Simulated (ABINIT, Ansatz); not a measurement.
# BaSrSn2O6 (P4/mmm): G0W0 with ABINIT, start to end, part 2 of 3

Aim: the G0W0 gap of BaSrSn2O6 (P4/mmm) on LDA, step by step.

ABINIT 10.8.3; LDA and many-body steps on it, plane waves. Known limits of the many-body steps: not at the basis limit; no spin-orbit coupling; coarse k mesh.

So far. Step 2 (Ground state): The gap is indirect, with the least direct gap 0.67 eV higher.

## Step 3: Bands along the symmetry lines

Level of this step: DFT, LDA, plane waves, norm-conserving pseudopotentials (ABINIT).

Levels along a band path, at the cheap level, show where the edges lie and whether the meshes to come will hold them.

Input file run.abi:

```
acell 3*1.0 Angstrom
rprim 
  4.146422000000 0.000000000000 0.000000000000
  0.000000000000 4.146422000000 0.000000000000
  0.000000000000 0.000000000000 8.294893000000
ntypat 4
znucl 56 38 50 8
natom 10
typat 1 2 3 3 4 4 4 4 4 4
xred 
  0.500000000000 0.500000000000 0.000000000000
  0.500000000000 0.500000000000 0.500000000000
  0.000000000000 0.000000000000 0.747206000000
  0.000000000000 0.000000000000 0.252794000000
  0.000000000000 0.000000000000 0.000000000000
  0.000000000000 0.000000000000 0.500000000000
  0.000000000000 0.500000000000 0.256664000000
  0.000000000000 0.500000000000 0.743336000000
  0.500000000000 0.000000000000 0.743336000000
  0.500000000000 0.000000000000 0.256664000000
pp_dirpath "pseudos"
pseudos "Ba.upf, Sr.upf, Sn.upf, O.upf"
ecut 42
iscf -2
irdden 1
kptopt 0
nkpt 39
kpt 
  0.00000000 0.00000000 0.00000000
  0.00000000 0.12500000 0.00000000
  0.00000000 0.25000000 0.00000000
  0.00000000 0.37500000 0.00000000
  0.00000000 0.50000000 0.00000000
  0.12500000 0.50000000 0.00000000
  0.25000000 0.50000000 0.00000000
  0.37500000 0.50000000 0.00000000
  0.50000000 0.50000000 0.00000000
  0.37500000 0.37500000 0.00000000
  0.25000000 0.25000000 0.00000000
  0.12500000 0.12500000 0.00000000
  0.00000000 0.00000000 0.00000000
  0.00000000 0.00000000 0.12500000
  0.00000000 0.00000000 0.25000000
  0.00000000 0.00000000 0.37500000
  0.00000000 0.00000000 0.50000000
  0.00000000 0.12500000 0.50000000
  0.00000000 0.25000000 0.50000000
  0.00000000 0.37500000 0.50000000
  0.00000000 0.50000000 0.50000000
  0.12500000 0.50000000 0.50000000
  0.25000000 0.50000000 0.50000000
  0.37500000 0.50000000 0.50000000
  0.50000000 0.50000000 0.50000000
  0.37500000 0.37500000 0.50000000
  0.25000000 0.25000000 0.50000000
  0.12500000 0.12500000 0.50000000
  0.00000000 0.00000000 0.50000000
  0.00000000 0.50000000 0.00000000
  0.00000000 0.50000000 0.12500000
  0.00000000 0.50000000 0.25000000
  0.00000000 0.50000000 0.37500000
  0.00000000 0.50000000 0.50000000
  0.50000000 0.50000000 0.00000000
  0.50000000 0.50000000 0.12500000
  0.50000000 0.50000000 0.25000000
  0.50000000 0.50000000 0.37500000
  0.50000000 0.50000000 0.50000000
istwfk *1
nband 57
nbdbuf 2
tolwfr 1e-08
nstep 40
prtwf 0
prtvol 0
indata_prefix "in"
outdata_prefix "out"
tmpdata_prefix "tmp"
```

The run is started by

```sh
OMP_NUM_THREADS=1 mpirun -n 4 abinit run.abi > log
```

Numbers of over 12 decimals in the logs are rounded to 6 here.

What it wrote:

```text
.Version 10.8.3 of ABINIT. v10.8.2 released Aug 2026.

 Symmetries : space group P4/m m m (#123); Bravais tP (primitive tetrag.)
[... echo of the input left out ...]
== DATASET  1 ==================================================================
-   mpi_nproc: 4, omp_nthreads: 1 (-1 if OMP is not activated)

--- !DatasetInfo
iteration_state: {dtset: 1, }
dimensions: {natom: 10, nkpt: 39, mband: 57, nsppol: 1, nspinor: 1, nspden: 1, mpw: 12566, }
cutoff_energies: {ecut:  42.0, pawecutdg:  -1.0, }
electrons: {nelect:   1.00000000E+02, charge:   0.00000000E+00, occopt:   1.00000000E+00, tsmear:   1.00000000E-02, }

 Real(R)+Recip(G) space primitive vectors, cartesian coordinates (Bohr,Bohr^-1):
 R(1)=  7.8356020  0.0000000  0.0000000  G(1)=  0.1276226  0.0000000  0.0000000
 R(2)=  0.0000000  7.8356020  0.0000000  G(2)=  0.0000000  0.1276226  0.0000000
 R(3)=  0.0000000  0.0000000 15.6750760  G(3)=  0.0000000  0.0000000  0.0637955
 Unit cell volume ucvol=  9.6239729E+02 bohr^3
 Angles (23,13,12)=  9.00000000E+01  9.00000000E+01  9.00000000E+01 degrees

 getcut: wavevector=  0.0000  0.0000  0.0000  ngfft=  48  48  96
         ecut(hartree)=     42.000   => boxcut(ratio)=   2.09929

--- Pseudopotential description ------------------------------------------------
- Ba Generated using ONCVPSP code by D. R. Hamann
- 56.00000  10.00000  180309                  znucl, zion, pspdat
12 -1012 2 -1 1912                            pspcod,pspxc,lmax,lloc,mmax
     nproj     2     2     2
  pspatm : epsatm=   25.95172157
         --- l  ekb(1:nproj) -->
             0    6.668455    0.685657
             1    5.046948    0.410312
             2    2.551809    0.419281
 pspatm: atomic psp has been read  and splines computed

- Sr Generated using ONCVPSP code by D. R. Hamann
- 38.00000  10.00000  180309                  znucl, zion, pspdat
12 -1012 2 -1 1812                            pspcod,pspxc,lmax,lloc,mmax
     nproj     2     2     2
  pspatm : epsatm=   12.22067766
         --- l  ekb(1:nproj) -->
[...]
pspatm: atomic psp has been read  and splines computed

- Sn Generated using ONCVPSP code by D. R. Hamann
- 50.00000  22.00000  180309                  znucl, zion, pspdat
12 -1012 2 -1 1608                            pspcod,pspxc,lmax,lloc,mmax
     nproj     2     2     2
  pspatm : epsatm=   27.51067946
         --- l  ekb(1:nproj) -->
[...]
pspatm: atomic psp has been read  and splines computed

- O Generated using ONCVPSP code by D. R. Hamann
-  8.00000   6.00000  201201                  znucl, zion, pspdat
12 -1012 2 -1 926                             pspcod,pspxc,lmax,lloc,mmax
     nproj     2     2     1
  pspatm : epsatm=    6.24525921
         --- l  ekb(1:nproj) -->
[...]
2   -1.033686
 pspatm: atomic psp has been read  and splines computed

[...]
2.2612E-01  2.2659E-01  4.2975E-01  4.4873E-01  4.4873E-01  4.5280E-01
[...]
--- !ResultsGS
iteration_state: {dtset: 1, }
comment   : Summary of ground state results
lattice_vectors:
- [  7.8356020,   0.0000000,   0.0000000, ]
- [  0.0000000,   7.8356020,   0.0000000, ]
- [  0.0000000,   0.0000000,  15.6750760, ]
lattice_lengths: [   7.83560,    7.83560,   15.67508, ]
lattice_angles: [ 90.000,  90.000,  90.000, ] # degrees, (23, 13, 12)
lattice_volume:   9.6239729E+02
convergence: {deltae:  0.000E+00, res2:  0.000E+00, residm:  9.987E-09, diffor:  0.000E+00, }
etotal    :  -6.04930042E+02
entropy   :   0.00000000E+00
fermie    :   2.27723854E-01
cartesian_stress_tensor: null
pressure_GPa: null
xred      :
- [  5.0000E-01,   5.0000E-01,   0.0000E+00, Ba]
- [  5.0000E-01,   5.0000E-01,   5.0000E-01, Sr]
- [  0.0000E+00,   0.0000E+00,   7.4721E-01, Sn]
- [  0.0000E+00,   0.0000E+00,   2.5279E-01, Sn]
- [  0.0000E+00,   0.0000E+00,   0.0000E+00,  O]
- [  0.0000E+00,   0.0000E+00,   5.0000E-01,  O]
- [  0.0000E+00,   5.0000E-01,   2.5666E-01,  O]
- [  0.0000E+00,   5.0000E-01,   7.4334E-01,  O]
- [  5.0000E-01,   0.0000E+00,   7.4334E-01,  O]
- [  5.0000E-01,   0.0000E+00,   2.5666E-01,  O]
cartesian_forces: null
force_length_stats: {min: null, max: null, mean: null, }

 Integrated electronic density in atomic spheres:
 ------------------------------------------------
 Atom  Sphere_radius  Integrated_density
[...]
================================================================================

 ----iterations are completed or convergence reached----

 Mean square residual over all n,k,spin=   54.598E-10; max=  99.874E-10
 reduced coordinates (array xred) for   10 atoms
[...]
0.500000000000      0.000000000000      0.743336000000
       0.500000000000      0.000000000000      0.256664000000

 cartesian coordinates (angstrom) at end:
    1      2.073211     2.073211     0.000000
    2      2.073211     2.073211     4.147447
    3      0.000000     0.000000     6.197994
[...]
9      2.073211     0.000000     6.165893
   10      2.073211     0.000000     2.129000
 length scales=  1.889726125908  1.889726125908  1.889726125908 bohr
              =  1.000000000000  1.000000000000  1.000000000000 angstroms
 prteigrs : about to open file out_EIG
 Eigenvalues (hartree) for nkpt=  39  k points:
 kpt#   1, nband= 57, wtk=  1.00000, kpt=  0.0000  0.0000  0.0000 (reduced coord)
[...]
kpt#   2, nband= 57, wtk=  1.00000, kpt=  0.0000  0.1250  0.0000 (reduced coord)
[...]
kpt#   3, nband= 57, wtk=  1.00000, kpt=  0.0000  0.2500  0.0000 (reduced coord)
[...]
kpt#  38, nband= 57, wtk=  1.00000, kpt=  0.5000  0.5000  0.3750 (reduced coord)
[...]
0.51409
 kpt#  39, nband= 57, wtk=  1.00000, kpt=  0.5000  0.5000  0.5000 (reduced coord)
[...]
0.16835    0.16835    0.19739    0.19751    0.20391    0.20391    0.20581    0.20581
   0.22612    0.22659    0.42975    0.44873    0.44873    0.45280    0.46135    0.46135
   0.51757

== END DATASET(S) ==============================================================
================================================================================

 -outvars: echo values of variables after computation  --------
            nband          57
             nkpt          39
          spgroup         123
 [... the other variables as echoed above ...]

 Calculation completed.
```

Elapsed: 3.8 min, on 4 MPI ranks of Arm Neoverse V2, shared host; peak memory 0.8 GiB; 15 min of CPU time.

Numbers from this step:

```
gap                        : 0.5069 eV
k of the valence top       : 0.5, 0.5, 0
k of the conduction bottom : 0, 0, 0
least direct gap           : 1.174 eV
```

The gap is 0.507 eV, as in the run before at this level.

The electronic bands at the labelled points (eV, zero at the top of the highest filled band):

```csv
point,band 47,band 48,band 49,band 50,band 51,band 52,band 53,band 54
Γ,-0.97,-0.68,-0.67,-0.67,0.51,4.52,4.82,4.90
X,-1.10,-1.06,-0.82,-0.06,4.50,6.37,6.57,6.63
M,-0.07,0.00,0.00,0.00,5.04,5.10,5.10,6.48
Γ,-0.97,-0.68,-0.67,-0.67,0.51,4.52,4.82,4.90
Z,-0.87,-0.87,-0.78,-0.78,2.48,2.49,5.34,5.56
R,-1.09,-0.89,-0.59,-0.40,5.03,5.28,6.80,7.13
A,-0.60,-0.60,-0.04,-0.03,5.50,6.01,6.01,6.12
Z,-0.87,-0.87,-0.78,-0.78,2.48,2.49,5.34,5.56
jump to X,-1.10,-1.06,-0.82,-0.06,4.50,6.37,6.57,6.63
R,-1.09,-0.89,-0.59,-0.40,5.03,5.28,6.80,7.13
jump to M,-0.07,0.00,0.00,0.00,5.04,5.10,5.10,6.48
A,-0.60,-0.60,-0.04,-0.03,5.50,6.01,6.01,6.12
```

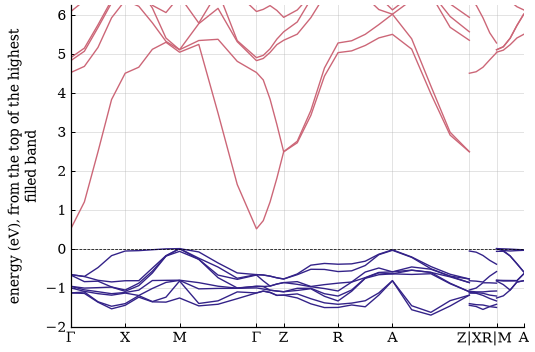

Electronic bands along the path; lines of filled and empty bands in two colours.

## Step 4: Empty states on the mesh, 2×2×1 mesh, 309 bands

The sums over transitions need many empty states on a uniform mesh; this step solves for them.

Input file run.abi:

```
acell 3*1.0 Angstrom
rprim 
  4.146422000000 0.000000000000 0.000000000000
  0.000000000000 4.146422000000 0.000000000000
  0.000000000000 0.000000000000 8.294893000000
ntypat 4
znucl 56 38 50 8
natom 10
typat 1 2 3 3 4 4 4 4 4 4
xred 
  0.500000000000 0.500000000000 0.000000000000
  0.500000000000 0.500000000000 0.500000000000
  0.000000000000 0.000000000000 0.747206000000
  0.000000000000 0.000000000000 0.252794000000
  0.000000000000 0.000000000000 0.000000000000
  0.000000000000 0.000000000000 0.500000000000
  0.000000000000 0.500000000000 0.256664000000
  0.000000000000 0.500000000000 0.743336000000
  0.500000000000 0.000000000000 0.743336000000
  0.500000000000 0.000000000000 0.256664000000
pp_dirpath "pseudos"
pseudos "Ba.upf, Sr.upf, Sn.upf, O.upf"
ecut 42
ngkpt 2 2 1
nshiftk 1
shiftk 0 0 0
kptopt 1
chksymbreak 0
iscf -2
irdden 1
istwfk *1
nband 309
nbdbuf 28
tolwfr 1e-09
nstep 60
prtvol 0
indata_prefix "in"
outdata_prefix "out"
tmpdata_prefix "tmp"
```

What it wrote:

```text
.Version 10.8.3 of ABINIT. v10.8.2 released Aug 2026.

 Symmetries : space group P4/m m m (#123); Bravais tP (primitive tetrag.)
[... echo of the input left out ...]
== DATASET  1 ==================================================================
-   mpi_nproc: 4, omp_nthreads: 1 (-1 if OMP is not activated)
-    --> not optimal distribution: autoparal keyword recommended in input file <--

--- !DatasetInfo
iteration_state: {dtset: 1, }
dimensions: {natom: 10, nkpt: 3, mband: 309, nsppol: 1, nspinor: 1, nspden: 1, mpw: 12558, }
cutoff_energies: {ecut:  42.0, pawecutdg:  -1.0, }
electrons: {nelect:   1.00000000E+02, charge:   0.00000000E+00, occopt:   1.00000000E+00, tsmear:   1.00000000E-02, }

 Real(R)+Recip(G) space primitive vectors, cartesian coordinates (Bohr,Bohr^-1):
 R(1)=  7.8356020  0.0000000  0.0000000  G(1)=  0.1276226  0.0000000  0.0000000
 R(2)=  0.0000000  7.8356020  0.0000000  G(2)=  0.0000000  0.1276226  0.0000000
 R(3)=  0.0000000  0.0000000 15.6750760  G(3)=  0.0000000  0.0000000  0.0637955
 Unit cell volume ucvol=  9.6239729E+02 bohr^3
 Angles (23,13,12)=  9.00000000E+01  9.00000000E+01  9.00000000E+01 degrees

 getcut: wavevector=  0.0000  0.0000  0.0000  ngfft=  48  48  96
         ecut(hartree)=     42.000   => boxcut(ratio)=   2.09929

--- Pseudopotential description ------------------------------------------------
- Ba Generated using ONCVPSP code by D. R. Hamann
- 56.00000  10.00000  180309                  znucl, zion, pspdat
12 -1012 2 -1 1912                            pspcod,pspxc,lmax,lloc,mmax
     nproj     2     2     2
  pspatm : epsatm=   25.95172157
         --- l  ekb(1:nproj) -->
             0    6.668455    0.685657
             1    5.046948    0.410312
             2    2.551809    0.419281
 pspatm: atomic psp has been read  and splines computed

- Sr Generated using ONCVPSP code by D. R. Hamann
- 38.00000  10.00000  180309                  znucl, zion, pspdat
12 -1012 2 -1 1812                            pspcod,pspxc,lmax,lloc,mmax
     nproj     2     2     2
  pspatm : epsatm=   12.22067766
         --- l  ekb(1:nproj) -->
[...]
pspatm: atomic psp has been read  and splines computed

- Sn Generated using ONCVPSP code by D. R. Hamann
- 50.00000  22.00000  180309                  znucl, zion, pspdat
12 -1012 2 -1 1608                            pspcod,pspxc,lmax,lloc,mmax
     nproj     2     2     2
  pspatm : epsatm=   27.51067946
         --- l  ekb(1:nproj) -->
[...]
pspatm: atomic psp has been read  and splines computed

- O Generated using ONCVPSP code by D. R. Hamann
-  8.00000   6.00000  201201                  znucl, zion, pspdat
12 -1012 2 -1 926                             pspcod,pspxc,lmax,lloc,mmax
     nproj     2     2     1
  pspatm : epsatm=    6.24525921
         --- l  ekb(1:nproj) -->
[...]
2   -1.033686
[...]
-2.8377E+00 -2.8377E+00 -9.7780E-01 -6.9578E-01 -5.2862E-01 -5.2857E-01
 -5.2846E-01 -5.1888E-01 -5.0232E-01 -5.0232E-01 -5.0165E-01 -5.0165E-01
[...]
2.9974E+00  3.0034E+00  3.0083E+00  3.0116E+00  3.0116E+00  3.0262E+00
  3.0262E+00  3.0393E+00  3.0492E+00  3.0492E+00  3.0568E+00  3.0659E+00
[...]
prteigrs : prtvol=0 or 1, do not print more k-points.

--- !ResultsGS
iteration_state: {dtset: 1, }
comment   : Summary of ground state results
lattice_vectors:
- [  7.8356020,   0.0000000,   0.0000000, ]
- [  0.0000000,   7.8356020,   0.0000000, ]
- [  0.0000000,   0.0000000,  15.6750760, ]
lattice_lengths: [   7.83560,    7.83560,   15.67508, ]
lattice_angles: [ 90.000,  90.000,  90.000, ] # degrees, (23, 13, 12)
lattice_volume:   9.6239729E+02
convergence: {deltae:  0.000E+00, res2:  0.000E+00, residm:  9.803E-10, diffor:  0.000E+00, }
etotal    :  -6.04930042E+02
entropy   :   0.00000000E+00
fermie    :   2.27723854E-01
cartesian_stress_tensor: null
pressure_GPa: null
xred      :
- [  5.0000E-01,   5.0000E-01,   0.0000E+00, Ba]
- [  5.0000E-01,   5.0000E-01,   5.0000E-01, Sr]
- [  0.0000E+00,   0.0000E+00,   7.4721E-01, Sn]
- [  0.0000E+00,   0.0000E+00,   2.5279E-01, Sn]
- [  0.0000E+00,   0.0000E+00,   0.0000E+00,  O]
- [  0.0000E+00,   0.0000E+00,   5.0000E-01,  O]
- [  0.0000E+00,   5.0000E-01,   2.5666E-01,  O]
- [  0.0000E+00,   5.0000E-01,   7.4334E-01,  O]
- [  5.0000E-01,   0.0000E+00,   7.4334E-01,  O]
- [  5.0000E-01,   0.0000E+00,   2.5666E-01,  O]
cartesian_forces: null
force_length_stats: {min: null, max: null, mean: null, }

 Integrated electronic density in atomic spheres:
 ------------------------------------------------
 Atom  Sphere_radius  Integrated_density
[...]
================================================================================

 ----iterations are completed or convergence reached----

 Mean square residual over all n,k,spin=   35.249E-11; max=  98.031E-11
 reduced coordinates (array xred) for   10 atoms
[...]
0.500000000000      0.000000000000      0.743336000000
       0.500000000000      0.000000000000      0.256664000000

 cartesian coordinates (angstrom) at end:
    1      2.073211     2.073211     0.000000
    2      2.073211     2.073211     4.147447
    3      0.000000     0.000000     6.197994
[...]
9      2.073211     0.000000     6.165893
   10      2.073211     0.000000     2.129000
 length scales=  1.889726125908  1.889726125908  1.889726125908 bohr
              =  1.000000000000  1.000000000000  1.000000000000 angstroms
 prteigrs : about to open file out_EIG
 Eigenvalues (hartree) for nkpt=   3  k points:
 kpt#   1, nband=309, wtk=  0.25000, kpt=  0.0000  0.0000  0.0000 (reduced coord)
[...]
2.96392    2.96392    2.98433    2.98532    2.98532    2.99735    2.99735    3.00337
   3.00832    3.01162    3.01162    3.02619    3.02619    3.03934    3.04919    3.04923
   3.05684    3.06590    3.07449    3.10206    3.11826
 prteigrs : prtvol=0 or 1, do not print more k-points.

== END DATASET(S) ==============================================================
================================================================================

 -outvars: echo values of variables after computation  --------
            nband         309
             nkpt           3
          spgroup         123
 [... the other variables as echoed above ...]

 Calculation completed.
```

Wall time 3.2 min (4 MPI ranks); peak memory 0.57 GiB; 13 min of CPU time.

Numbers from this step:

```
gap                                                           : 0.5069 eV
k of the valence top                                          : 0.5, 0.5, 0
k of the conduction bottom                                    : 0, 0, 0
least direct gap                                              : 1.174 eV
k points computed                                             : 3
lowest point of the top converged band, above the valence top : 69.9436 eV
```

On this mesh the gap is 0.507 eV.

## Step 5: Screening, 2×2×1 mesh, 281 bands, screening to 176.9 eV

The RPA dielectric matrix is built and inverted for each q.

This step: RPA screening on LDA, plane waves, norm-conserving pseudopotentials.

Changes to run.abi since step 4:

```diff
@@ -28,10 +28,11 @@
 chksymbreak 0
-iscf -2
-irdden 1
 istwfk *1
-nband 309
-nbdbuf 28
-tolwfr 1e-09
-nstep 60
-prtvol 0
+occopt 1
+irdwfk 1
+optdriver 3
+nband 281
+ecuteps 6.5
+inclvkb 2
+awtr 1
+symchi 1
 indata_prefix "in"
```

What it wrote:

```text
.Version 10.8.3 of ABINIT. v10.8.2 released Aug 2026.

 Symmetries : space group P4/m m m (#123); Bravais tP (primitive tetrag.)
[... echo of the input left out ...]
== DATASET  1 ==================================================================
-   mpi_nproc: 4, omp_nthreads: 1 (-1 if OMP is not activated)

--- !DatasetInfo
iteration_state: {dtset: 1, }
dimensions: {natom: 10, nkpt: 3, mband: 281, nsppol: 1, nspinor: 1, nspden: 1, mpw: 12558, }
cutoff_energies: {ecut:  42.0, pawecutdg:  -1.0, }
electrons: {nelect:   1.00000000E+02, charge:   0.00000000E+00, occopt:   1.00000000E+00, tsmear:   1.00000000E-02, }

 SCREENING: Calculation of the susceptibility and dielectric matrices

 Based on a program developped by R.W. Godby, V. Olevano, G. Onida, and L. Reining.
 Incorporated in ABINIT by V. Olevano, G.-M. Rignanese, and M. Torrent.
.Using double precision arithmetic ; gwpc =  8

[... cell and pseudopotentials left out ...]
--------------------------------------------------------------------------------

 ==== K-mesh for the wavefunctions ====
 Number of points in the irreducible wedge :     3
[... list of points left out ...]
 Together with 16 symmetry operations and time-reversal symmetry
 yields     4 points in the full Brillouin Zone.

 ==== Q-mesh for the screening function ====
 Number of points in the irreducible wedge :     3
[... list of points left out ...]
 Together with 16 symmetry operations and time-reversal symmetry
 yields     4 points in the full Brillouin Zone.

 setmesh: FFT mesh size selected  =    32x   32x   64
          total number of points  =        65536

 vcoul_init : cutoff-mode = AUXILIARY_FUNCTION
 q-points for optical limit:   1
     1)      0.000010    0.000020    0.000030

- screening: taking advantage of time-reversal symmetry
- Maximum band index for partially occupied states nbvw = 50
- Remaining bands to be divided among processors   nbcw = 231
- Number of bands treated by each node ~57

 Number of electrons calculated from density =  100.0000; Expected =  100.0000
 average of density, n =  0.103907
 r_s =    1.3195
 omega_plasma =   31.0941 [eV]

 calculating chi0 at frequencies [eV] :
  1    0.000000E+00    0.000000E+00
  2    0.000000E+00    3.109413E+01

--------------------------------------------------------------------------------
  q-point number  1        q = ( 0.000000, 0.000000, 0.000000) [r.l.u.]
--------------------------------------------------------------------------------
[... chi0 elements left out ...]
 For q-point:  0.000010 0.000020 0.000030
  dielectric constant =  17.9453
  dielectric constant without local fields =  19.5451

  Average fulfillment of the sum rule on Im[epsilon] for q-point    1 :     64.45  [%]
[... wings left out ...]
  q-point number  2        q = ( 0.500000, 0.000000, 0.000000) [r.l.u.]
--------------------------------------------------------------------------------
[... chi0 elements left out ...]
  Average fulfillment of the sum rule on Im[epsilon] for q-point    2 :     66.24  [%]

 [... 1 further q-points ...]
```

It took 2.6 min on 4 MPI ranks; peak memory 2.5 GiB.

This step gave:

```
ε∞ with local fields, on this mesh, along the program's q direction : 17.95
the same without local fields                                       : 19.55
plasma frequency                                                    : 31.09 eV
plane waves in the screening matrix                                 : 757
```

Local fields lower ε∞ by 8 %. On a Γ-centred mesh this coarse the value itself is usually too large, while a short band sum pulls it down.

(Continued in part 3 of 3.)

[Paths, hosts, dates, memory and timing lines, banners, echoed tables and standing remarks are left out of the program output.]

[Logs are printed without paths, hosts, clocks, repeated set-up lines and the standing remarks that a program may print on its own settings, such as how far it seeks lower states.]

[Runs of the session that timed out or met a known fault of the program may be left out.]

[Hosts, paths, dates, database ids (printed as entryN), source tags and the programs' standing remarks are cut or masked in the printed files.]

[G0W0 gaps are taken among the corrected bands and points alone; a level outside them can change the order at an edge.]

[Where Ansatz stands beside ABINIT at settings called matched, ABINIT's density can come from a denser mesh and the files from another edition; pairs whose starting gaps differed by over 0.03 eV were left out, so agreement reads better than it is.]
